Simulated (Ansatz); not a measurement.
**[P2H3]− (SMILES [PH-]P) at 6 levels**

Aim: a comparison of 6 runs (HF/STO-3G, HSE06/STO-3G, UPBE/STO-3G, r2SCAN/STO-3G, CCSDT/STO-3G, CCSD/STO-3G) of [P2H3]−. 

Program for the calculation: Ansatz 0.2.0.

1 further run of the same task is left out (it didn't finish).

## 1. The structure to begin with

[P2H3]− has 5 atoms, charge -1, and is taken as a singlet. As SMILES, `[PH-]P`. The H3–P1 distance was set to 3.423 Å, away from the relaxed value. At this shape a bond of the SMILES string is far longer than usual.

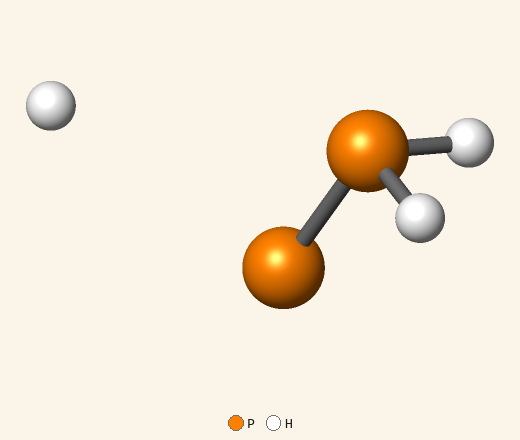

The structure, seen from a chosen angle (phosphorus orange, hydrogen white).

## 2. A single-point energy at HF/STO-3G (run 1)

in.yaml

```yaml
crystal:
  periodic: [false, false, false]
  atoms:
    - symbol: P
      position_ang: [1.556112, -0.579687, -1.687033]
    - symbol: P
      position_ang: [0.288412, 1.075973, -1.754773]
    - symbol: H
      position_ang: [0.279530, -1.462550, 1.364400]
    - symbol: H
      position_ang: [-0.217928, 0.999883, -3.059023]
    - symbol: H
      position_ang: [1.157632, 2.085233, -2.186953]
basis:
  gaussian:
    orbitals: STO-3G
total_charge: -1
hamiltonian:
  xc: hf
accuracy: high
```

On the command line:

```sh
ansatz run in.yaml --threads 1 --pin off --max-ram 2610MiB --events-out events.jsonl --progress --plain --runs-dir runs
```

Standard output:

```text
Warning: RAYON_NUM_THREADS=1 ignored (pool sized by the plan → 1); use --threads N
Functional definition: HF
  name "HF"
  exchange = exact_x
  correlation = 0
364 factors; integrals over basis functions are off by at most 3.2e-9 eV
mean field evaluation 1: about -18367.9567 eV, gradient 1.2e1 eV
mean field evaluation 2: about -18367.9866 eV, gradient 1.2e1 eV
mean field evaluation 4: about -18369.6862 eV, gradient 2.7e0 eV
mean field evaluation 8: about -18369.7514 eV, gradient 1.8e-4 eV
mean field evaluation 16: about -18368.9695 eV, gradient 4.8e0 eV
mean field evaluation 32: about -18369.1641 eV, gradient 1.5e0 eV
mean field -18369.75013689 eV, -675.0758660670 hartree, gradient 3.9e-8 eV, S^2 0.000000; 0 other end points of the search recorded, 0 dependent functions left out
reference -18369.75013689 eV, -675.0758660670 hartree; 17, 17 occupied and 4, 4 virtual orbitals, 364 factors
Total energy: -18369.75013689 eV, -675.0758660670 hartree
```

It took 0.12 s on 1 thread of Intel Xeon 6975P-C (Granite Rapids), shared host.

## 3. The energy at HSE06/STO-3G (run 2)

input.yaml

```yaml
crystal:
  periodic: [false, false, false]
  atoms:
    - {symbol: P, position_ang: [1.556112, -0.579687, -1.687033]}
    - {symbol: P, position_ang: [0.288412, 1.075973, -1.754773]}
    - {symbol: H, position_ang: [0.279530, -1.462550, 1.364400]}
    - {symbol: H, position_ang: [-0.217928, 0.999883, -3.059023]}
    - {symbol: H, position_ang: [1.157632, 2.085233, -2.186953]}
basis:
  gaussian:
    orbitals: STO-3G
total_charge: -1
hamiltonian:
  xc: hse06
accuracy: high
```

On the command line:

```sh
ansatz run input.yaml --threads 1 --pin off --max-ram 2610MiB --events-out events.jsonl --progress --plain --runs-dir runs
```

Standard output:

```text
Warning: RAYON_NUM_THREADS=1 ignored (pool sized by the plan → 1); use --threads N
Functional definition: HSE06
  name "HSE06"
  parameter a = 0.25
  parameter omega = 0.11/bohr
  exchange = pbe_x - a*pbe_x_sr(omega) + a*exact_x_sr(omega)
  correlation = pbe_c
364 factors; integrals over basis functions are off by at most 3.2e-9 eV
61 factors; integrals over basis functions are off by at most 2.2e-9 eV
mean field evaluation 1: about -18393.1597 eV, gradient 1.7e1 eV
mean field evaluation 2: about -18376.9261 eV, gradient 1.7e1 eV
mean field evaluation 4: about -18394.4277 eV, gradient 1.1e1 eV
mean field evaluation 8: about -18394.8582 eV, gradient 1.2e1 eV
mean field evaluation 16: about -18397.3309 eV, gradient 3.1e-8 eV
mean field -18397.33090327 eV, -676.0894405363 hartree, gradient 3.1e-8 eV, S^2 0.000000; 2 other end points of the search recorded, 0 dependent functions left out
reference -18397.33090528 eV, -676.0894406104 hartree; 17, 17 occupied and 4, 4 virtual orbitals, 364 factors
Total energy: -18397.33090528 eV, -676.0894406104 hartree
```

Wall time 0.76 s (1 thread of Intel Xeon 6975P-C (Granite Rapids), shared host); peak memory 0.12 GiB.

Runs 3 to 4 aren't shown in full; the table further down has their settings and results.

## 4. A single-point energy at CCSDT/STO-3G (run 5)

Edit input.yaml of step 3 so:

```diff
@@ -12,4 +12,7 @@
 total_charge: -1
-hamiltonian:
-  xc: hse06
+correlation:
+  method: ccsdt
+  frozen_orbitals: {H: 0, P: 5}
 accuracy: high
+scf:
+  omitted_lower_state_checks: [cluster_reference, increment]
```

On the command line:

```sh
ansatz run input.yaml --threads 1 --pin off --max-ram 2610MiB --events-out events.jsonl --progress --plain --runs-dir runs
```

Standard output:

```text
Warning: RAYON_NUM_THREADS=1 ignored (pool sized by the plan → 1); use --threads N
[... 12 lines left out ...]
10 core orbitals not correlated: weight in the atoms' cores, before any rotation towards them, 1.000 or more for the frozen orbitals, at most 0.000 for the correlated occupied ones
[... 52 lines left out ...]
WARN: these amplitudes may be one of several solutions (largest doubles amplitude 1.16, level shift 4.90 eV)
Total energy: -18374.28638936 eV, -675.2425702705 hartree
Checks for a lower state left out: cluster_reference, increment
```

Wall time 0.22 s (1 thread of Intel Xeon 6975P-C (Granite Rapids), shared host).

## 5. The energy at CCSD/STO-3G (run 6)

run.yaml

```yaml
crystal:
  periodic: [false, false, false]
  atoms:
    - symbol: P
      position_ang: [1.556112, -0.579687, -1.687033]
    - symbol: P
      position_ang: [0.288412, 1.075973, -1.754773]
    - symbol: H
      position_ang: [0.279530, -1.462550, 1.364400]
    - symbol: H
      position_ang: [-0.217928, 0.999883, -3.059023]
    - symbol: H
      position_ang: [1.157632, 2.085233, -2.186953]
basis:
  gaussian: {orbitals: STO-3G}
correlation: {method: ccsd, frozen_orbitals: {H: 0, P: 5}}
scf: {omitted_lower_state_checks: [cluster_reference, increment]}
accuracy: high
total_charge: -1
```

On the command line:

```sh
ansatz run run.yaml --threads 1 --pin off --max-ram 2610MiB --events-out events.jsonl --progress --plain --runs-dir runs
```

Standard output:

```text
Warning: RAYON_NUM_THREADS=1 ignored (pool sized by the plan → 1); use --threads N
[... 12 lines left out ...]
10 core orbitals not correlated: weight in the atoms' cores, before any rotation towards them, 1.000 or more for the frozen orbitals, at most 0.000 for the correlated occupied ones
[... 42 lines left out ...]
WARN: these amplitudes may be one of several solutions (largest doubles amplitude 1.14, level shift 4.90 eV)
Total energy: -18374.17064899 eV, -675.2383168902 hartree
Checks for a lower state left out: cluster_reference, increment
```

Run time: 0.16 s. Hardware: 1 thread of Intel Xeon 6975P-C (Granite Rapids), shared host.

## 6. All runs side by side

```tsv
run	level	frozen core orbitals	energy (Eh)	wall time
1	HF/STO-3G	–	-675.075866	0.12 s
2	HSE06/STO-3G	–	-676.089441	0.76 s
3	UPBE/STO-3G	–	-676.045827	2.8 s
4	r2SCAN/STO-3G	–	-676.328365	1.4 s
5	CCSDT/STO-3G	10	-675.242570	0.22 s
6	CCSD/STO-3G	10	-675.238317	0.16 s
```

## 7. Summary of results

| quantity | value |
| --- | --- |
| run 6: total energy | -675.23832 Eh |
| run 6: correlation energy (10 core orbitals frozen) | -162.5 mEh |
| run 6: T1 diagnostic | 0.177 |

What this shows: Below the HF energy at the same shape and in the same basis (STO-3G): CCSDT -166.7 mEh; CCSD -162.5 mEh. Totals of different functionals can't be ranked against each other. In run 6 the T1 diagnostic is large, so a single reference may not serve. In runs 5, 6 the log says that unrestricted orbitals would lower the reference, so the values rest on an unstable closed-shell determinant (other closed-shell runs at this shape may share the fault). In runs 1, 2, 3, 4, 5, 6 the basis is minimal, so the values are rough. Spin contamination of the reference: run 3 ⟨S²⟩ = 0.89. Where it is this large, the reference is a mixture of spin states, and values that rest on it are in doubt. All runs together took 5.4 s, the longest 2.8 s.
